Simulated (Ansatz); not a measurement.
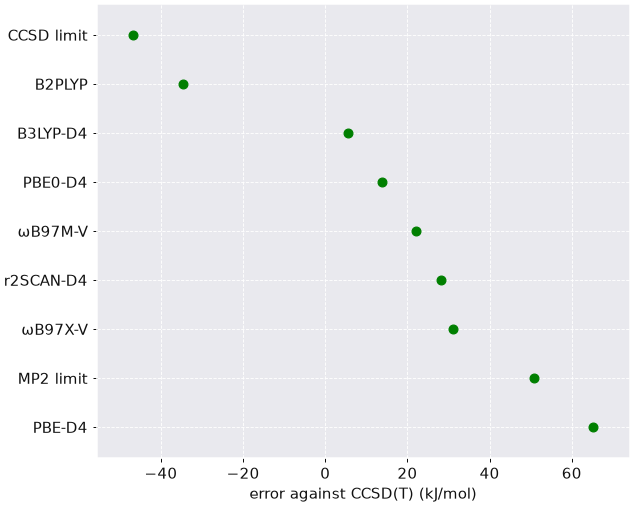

Error in the electronic atomisation energy (method less reference, so positive means overbinding) of CH₅BClFSi, SMILES B[SiH2][C@@H](F)Cl: functionals in def2-TZVPP against frozen-core CCSD(T) at the limit (MP2 extrapolated from triple and quadruple zeta, plus CCSD(T) less MP2 in a smaller set), which gives 3223.9 kJ/mol, at a PBE0-D4/def2-TZVP geometry (no frequency check), no zero-point or spin-orbit term, the Ansatz code 0.2.0. The reference leaves out core correlation, a term that grows with the number of heavy atoms. B2PLYP holds a correlation term that converges slowly with the basis, so part of the distance to the limit is basis error. No dispersion term is added to B2PLYP. Limit means the basis limit.

Q: Which of these levels overbind, and which underbind?

A: Overbind: r2SCAN-D4, ωB97X-V, MP2 limit and PBE-D4. Underbind: CCSD limit and B2PLYP. Within 25 kJ/mol of zero, too close to call in view of what the reference leaves out: B3LYP-D4, PBE0-D4 and ωB97M-V.

Q: Give the values.

A:
| level | kJ/mol |
| --- | --- |
| CCSD limit | −46.7 |
| B2PLYP | −34.6 |
| B3LYP-D4 | 5.5 |
| PBE0-D4 | 13.8 |
| ωB97M-V | 22.1 |
| r2SCAN-D4 | 28.2 |
| ωB97X-V | 31.1 |
| MP2 limit | 50.7 |
| PBE-D4 | 65.2 |

Caveats, for all or some of the runs: one conformer of a flexible molecule.
